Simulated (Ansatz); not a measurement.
Run report: AlSiH₆ClO, geometry relaxation (part 1 of 2)

The run: geometry relaxation of AlSiH₆ClO. Method and program: RKS CAM-B3LYP-D4/def2-SVP (Ansatz 0.2.0).

It belongs to a series of runs on one base structure; here: end point B relaxed.

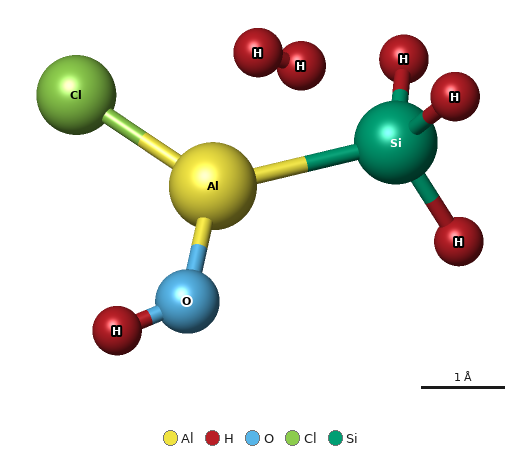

The input geometry (ball-and-stick view, seen at a tilt). Sticks mark near contacts.

## Key numbers

- outcome: converged
- total energy: −29134.3923 eV
- mean-field energy: −29134.2038 eV
- largest force (length of the vector) at the end: 0.027 eV/Å
- hardware: 4 threads of Arm Neoverse V2, 24 GiB of memory available, shared host
- wall time: 23 s (CPU time 86 s)
- peak memory: 0.26 GiB

## The input
```yaml
crystal:
  periodic: [false, false, false]
  atoms:
    - { symbol: Al, position_ang: [-0.072946, 0.546263, -0.354252] }
    - { symbol: H, position_ang: [-0.159145, -0.289138, 2.274593] }
    - { symbol: O, position_ang: [1.474357, -0.051036, -0.682997] }
    - { symbol: H, position_ang: [1.701181, -0.869248, -1.126184] }
    - { symbol: Cl, position_ang: [-1.727199, -0.59371, -1.008756] }
    - { symbol: Si, position_ang: [-0.277465, 2.649539, 0.66058] }
    - { symbol: H, position_ang: [-1.655207, 3.209438, 0.538776] }
    - { symbol: H, position_ang: [0.040978, 2.581932, 2.115598] }
    - { symbol: H, position_ang: [0.655892, 3.647305, 0.060628] }
    - { symbol: H, position_ang: [-0.150644, 0.415057, 2.123913] }
basis:
  gaussian: { orbitals: def2-SVP }
hamiltonian:
  xc: cam_b3lyp
  dispersion: d4
relax:
  f_tol: 0.03
  max_steps: 50
```

Launch command:
```bash
ansatz run input.yaml --threads 4 --pin off --max-ram 5120MiB --backend cpu --events-out ev --progress --plain --runs-dir out
```

## Log
```
The last accepted step is kept in [file] (removed where the run ends without a failure and the disk answers)
Engine: ansatz 0.2.0, aarch64-unknown-linux-gnu
Functional definition: CAM-B3LYP
  parameter alpha = 0.19
  parameter beta = 0.46
  parameter omega = 0.33/bohr
  parameter ac = 0.81
  exchange = (1 - alpha - beta)*b88_x + beta*b88_x_sr(omega) + alpha*exact_x + beta*exact_x_lr(omega)
  correlation = (1 - ac)*vwn5_c + ac*lyp_c
979 factors; integrals over basis functions are off by at most 2.6e-4 eV
375 factors; integrals over basis functions are off by at most 1.0e-6 eV
mean field evaluation 1: about -29129.1564 eV, gradient 5.1e1 eV
mean field evaluation 2: about -29123.2976 eV, gradient 7.7e1 eV
mean field evaluation 4: about -29133.9882 eV, gradient 1.8e0 eV
mean field evaluation 8: about -29133.9949 eV, gradient 6.4e-2 eV
mean field -29133.99492539 eV, -1070.6545657772 hartree, gradient 2.6e-5 eV, S^2 0.000000; 0 other end points of the search recorded, 0 dependent functions left out
the calculation of the forces begins
reference -29133.99505898 eV, -1070.6545706862 hartree; 29, 29 occupied and 69, 69 virtual orbitals, 979 factors
relax step   1: F+E_penalty+E_count = -29134.18598184 eV  Δ(F+E_penalty+E_count) = +0.000e0 eV  max|allowed force component| = 1.832e0 eV/Å  Δτ_max = 0.0000 Å  (24 SCF iters, accepted)
these checks for a lower state are left out or cut short: starts, cluster_reference, orbital_swaps, neighbouring_geometries, increment
979 factors; integrals over basis functions are off by at most 3.2e-4 eV
375 factors; integrals over basis functions are off by at most 1.2e-6 eV
mean field evaluation 16: about -29134.0957 eV, gradient 3.8e0 eV
mean field -29134.13465505 eV, -1070.6597007475 hartree, gradient 6.2e-5 eV, S^2 0.000000; 0 other end points of the search recorded, 0 dependent functions left out
[... from here on the field's lines of each further geometry are left out, up to the last ...]
relax step   2: F+E_penalty+E_count = -29134.32222458 eV  Δ(F+E_penalty+E_count) = -1.362e-1 eV  max|allowed force component| = 3.970e-1 eV/Å  Δτ_max = 0.1945 Å  (24 SCF iters, accepted)
relax step   3: F+E_penalty+E_count = -29134.34303259 eV  Δ(F+E_penalty+E_count) = -2.081e-2 eV  max|allowed force component| = 4.515e-1 eV/Å  Δτ_max = 0.1935 Å  (23 SCF iters, accepted)
relax step   4: F+E_penalty+E_count = -29134.34972951 eV  Δ(F+E_penalty+E_count) = -6.697e-3 eV  max|allowed force component| = 2.850e-1 eV/Å  Δτ_max = 0.0505 Å  (23 SCF iters, accepted)
relax step   5: F+E_penalty+E_count = -29134.36160654 eV  Δ(F+E_penalty+E_count) = -1.188e-2 eV  max|allowed force component| = 1.506e-1 eV/Å  Δτ_max = 0.1939 Å  (24 SCF iters, accepted)
relax step   6: F+E_penalty+E_count = -29134.34892011 eV  Δ(F+E_penalty+E_count) = +1.269e-2 eV  max|allowed force component| = 9.644e-1 eV/Å  Δτ_max = 0.1837 Å  (24 SCF iters, rejected (line search))
relax step   7: F+E_penalty+E_count = -29134.36736542 eV  Δ(F+E_penalty+E_count) = -5.759e-3 eV  max|allowed force component| = 5.138e-1 eV/Å  Δτ_max = 0.0880 Å  (24 SCF iters, accepted)
relax step   8: F+E_penalty+E_count = -29134.37588208 eV  Δ(F+E_penalty+E_count) = -8.517e-3 eV  max|allowed force component| = 4.154e-1 eV/Å  Δτ_max = 0.0974 Å  (24 SCF iters, accepted)
relax step   9: F+E_penalty+E_count = -29134.38939873 eV  Δ(F+E_penalty+E_count) = -1.352e-2 eV  max|allowed force component| = 7.420e-2 eV/Å  Δτ_max = 0.1500 Å  (23 SCF iters, accepted)
relax step  10: F+E_penalty+E_count = -29134.39001345 eV  Δ(F+E_penalty+E_count) = -6.147e-4 eV  max|allowed force component| = 6.312e-2 eV/Å  Δτ_max = 0.0256 Å  (23 SCF iters, accepted)
relax step  11: F+E_penalty+E_count = -29134.32119303 eV  Δ(F+E_penalty+E_count) = +6.882e-2 eV  max|allowed force component| = 1.662e0 eV/Å  Δτ_max = 0.1989 Å  (23 SCF iters, rejected (line search))
relax step  12: F+E_penalty+E_count = -29134.38802895 eV  Δ(F+E_penalty+E_count) = +1.985e-3 eV  max|allowed force component| = 1.495e-1 eV/Å  Δτ_max = 0.0423 Å  (24 SCF iters, rejected (line search))
relax step  13: F+E_penalty+E_count = -29134.39074903 eV  Δ(F+E_penalty+E_count) = -7.356e-4 eV  max|allowed force component| = 2.128e-2 eV/Å  Δτ_max = 0.0209 Å  (22 SCF iters, accepted)
relax step  14: F+E_penalty+E_count = -29134.39164429 eV  Δ(F+E_penalty+E_count) = -8.953e-4 eV  max|allowed force component| = 3.354e-2 eV/Å  Δτ_max = 0.0684 Å  (24 SCF iters, accepted)
relax step  15: F+E_penalty+E_count = -29134.39194852 eV  Δ(F+E_penalty+E_count) = -3.042e-4 eV  max|allowed force component| = 2.672e-2 eV/Å  Δτ_max = 0.0269 Å  (22 SCF iters, accepted)
relax step  16: F+E_penalty+E_count = -29134.39204522 eV  Δ(F+E_penalty+E_count) = -9.670e-5 eV  max|allowed force component| = 5.671e-2 eV/Å  Δτ_max = 0.0329 Å  (24 SCF iters, accepted)
the calculation of the forces begins
reference -29134.20379599 eV, -1070.6622416300 hartree; 29, 29 occupied and 69, 69 virtual orbitals, 980 factors
relax step  17: F+E_penalty+E_count = -29134.39216415 eV  Δ(F+E_penalty+E_count) = -1.189e-4 eV  max|allowed force component| = 2.396e-2 eV/Å  Δτ_max = 0.0071 Å  (22 SCF iters, accepted)
```

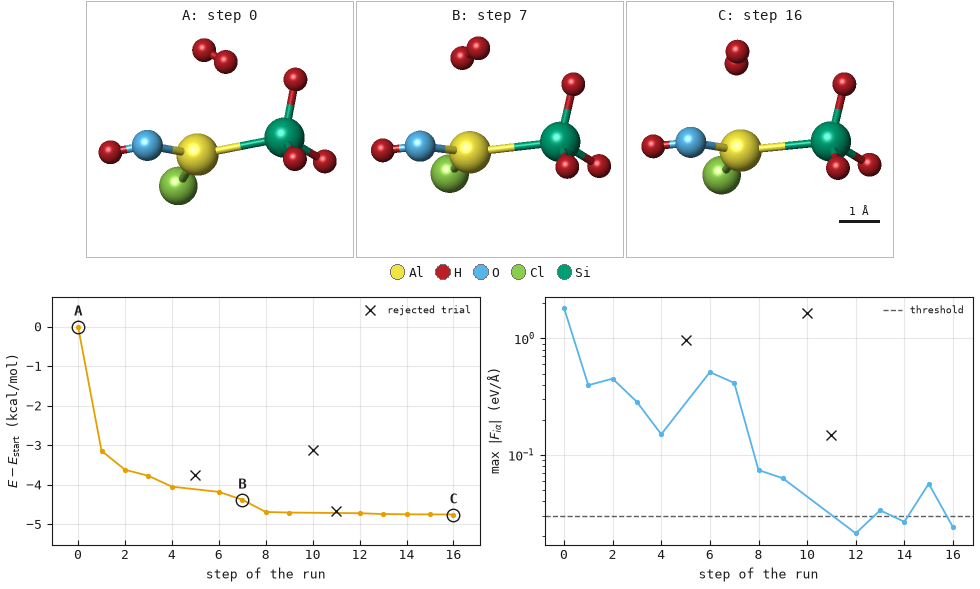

Frames of the relaxation (ball-and-stick view, seen at a tilt) above the curves, on which the letters mark them (the first geometry is step 0 here and step 1 in the log).

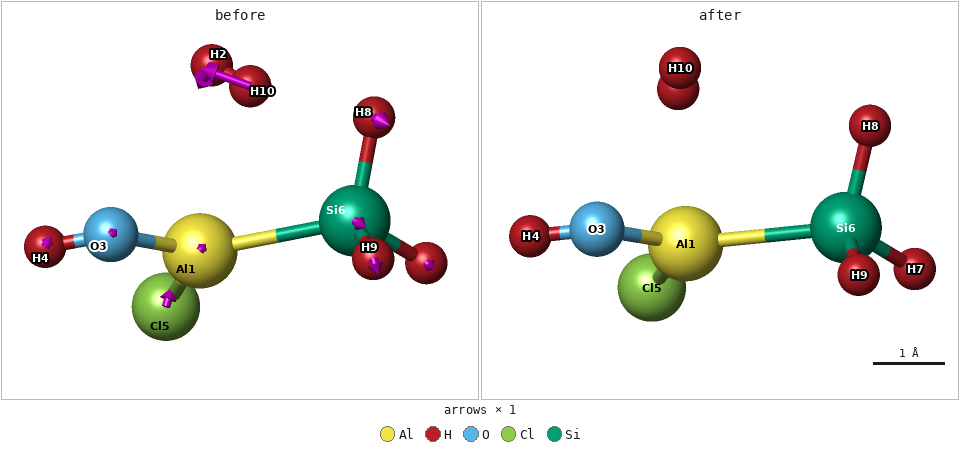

Before (left) and after (right) the relaxation, at one scale (ball-and-stick view, seen at a tilt). The pink arrows give the displacements, at true length. The largest move after the best rigid fit is that of H10, 0.76 Å. Largest moves by element: H 0.76 Å, Cl 0.29 Å, Si 0.21 Å, Al 0.13 Å, O 0.12 Å. Among the contacts that change: Al1–Si6 2.344 → 2.419 Å, H2–H10 0.720 → 0.765 Å. After 16 geometry steps the energy has fallen by 4.75 kcal/mol. Largest force component: 1.8 eV/Å at the start, 0.024 eV/Å at the end. The line search rejected the trial steps at points 5, 10, 11 (counted from 0) and went back. (Atoms are counted from 1 in the order of the input.)

```
980 factors; integrals over basis functions are off by at most 5.5e-4 eV
375 factors; integrals over basis functions are off by at most 1.1e-6 eV
mean field -29134.20366221 eV, -1070.6622367137 hartree, gradient 1.5e-5 eV, S^2 0.000000; 1 other end points of the search recorded, 0 dependent functions left out
the calculation of the forces begins
reference -29134.20379599 eV, -1070.6622416300 hartree; 29, 29 occupied and 69, 69 virtual orbitals, 980 factors
Total energy: -29134.39229793 eV, -1070.6691689485 hartree
Atom 0 at    -0.065485     0.593060    -0.229504 Å, force    -0.003601    -0.003204    -0.005178 eV/Å
Atom 1 at    -0.512859    -0.559882     1.965048 Å, force     0.023849     0.010637     0.006170 eV/Å
Atom 2 at     1.485430     0.013829    -0.578042 Å, force    -0.002827     0.006607     0.005440 eV/Å
Atom 3 at     1.745751    -0.831329    -0.951452 Å, force     0.001004    -0.005606    -0.001250 eV/Å
Atom 4 at    -1.728559    -0.622477    -0.703993 Å, force     0.003263     0.002751    -0.000280 eV/Å
Atom 5 at    -0.283974     2.857802     0.591450 Å, force     0.004169    -0.000322     0.000568 eV/Å
Atom 6 at    -1.685018     3.352547     0.472269 Å, force    -0.000460    -0.002003     0.002240 eV/Å
Atom 7 at     0.100393     2.918873     2.033020 Å, force     0.001002     0.000556    -0.002910 eV/Å
Atom 8 at     0.608381     3.788542    -0.156929 Å, force    -0.002437     0.000046     0.001010 eV/Å
Atom 9 at     0.165742    -0.264564     2.160032 Å, force    -0.023963    -0.009461    -0.005811 eV/Å
Dipole moment:     0.171553    -0.183138     0.075005 e Å
```

## Trajectory as extended XYZ (Å, eV, eV/Å), 17 frames, from step=1 to step=17
```
10
Properties=species:S:1:pos:R:3:forces:R:3 step=1 energy=-29134.18598
Al   -0.0729    0.5463   -0.3543   -0.0102  -0.6869  -0.3356
H    -0.1591   -0.2891    2.2746   -0.0499  -1.8316   0.3445
O     1.4744   -0.0510   -0.6830   -0.0320   0.0993   0.0548
H     1.7012   -0.8692   -1.1262    0.0611  -0.1216  -0.0523
Cl   -1.7272   -0.5937   -1.0088    0.0559   0.0365   0.0498
Si   -0.2775    2.6495    0.6606   -0.0827   1.0698   0.1278
H    -1.6552    3.2094    0.5388   -0.0159  -0.0455   0.0026
H     0.0410    2.5819    2.1156    0.0140  -0.0233   0.0113
H     0.6559    3.6473    0.0606    0.0143  -0.0105  -0.0201
H    -0.1506    0.4151    2.1239    0.0455   1.5137  -0.1827
10
Properties=species:S:1:pos:R:3:forces:R:3 step=2 energy=-29134.32222
Al   -0.0726    0.5613   -0.3697   -0.0031  -0.0325  -0.0734
H    -0.1754   -0.4822    2.2925   -0.0032   0.2747  -0.0354
O     1.4742   -0.0473   -0.6829   -0.0075   0.0113   0.0052
H     1.7024   -0.8752   -1.1121    0.0231  -0.0180   0.0075
Cl   -1.7257   -0.5876   -1.0001    0.0061   0.0022   0.0389
Si   -0.2818    2.7525    0.6158   -0.0249   0.0365   0.0293
H    -1.6781    3.2653    0.5086    0.0396   0.0387  -0.0223
H     0.0435    2.6400    2.0696    0.0062   0.0558  -0.0043
H     0.6651    3.7304    0.0109   -0.0326   0.0282  -0.0142
H    -0.1217    0.2891    2.2691   -0.0037  -0.3970   0.0687
10
Properties=species:S:1:pos:R:3:forces:R:3 step=3 energy=-29134.34303
Al   -0.0794    0.5997   -0.3929    0.0258  -0.1026  -0.0397
H    -0.1783   -0.6165    2.2897    0.0416   0.4083   0.0292
O     1.4658   -0.0348   -0.6640   -0.0243   0.0045  -0.0194
H     1.6924   -0.8810   -1.0587    0.0097   0.0259   0.0165
Cl   -1.7342   -0.5564   -1.0058    0.0094   0.0135   0.0283
Si   -0.2893    2.7952    0.5814   -0.0245   0.0658   0.0680
H    -1.6817    3.3164    0.4700    0.0205   0.0081  -0.0223
H     0.0396    2.7030    2.0357    0.0059   0.0245  -0.0021
H     0.6490    3.7759   -0.0324   -0.0072   0.0034  -0.0225
H    -0.0540    0.1449    2.3788   -0.0571  -0.4515  -0.0361
```
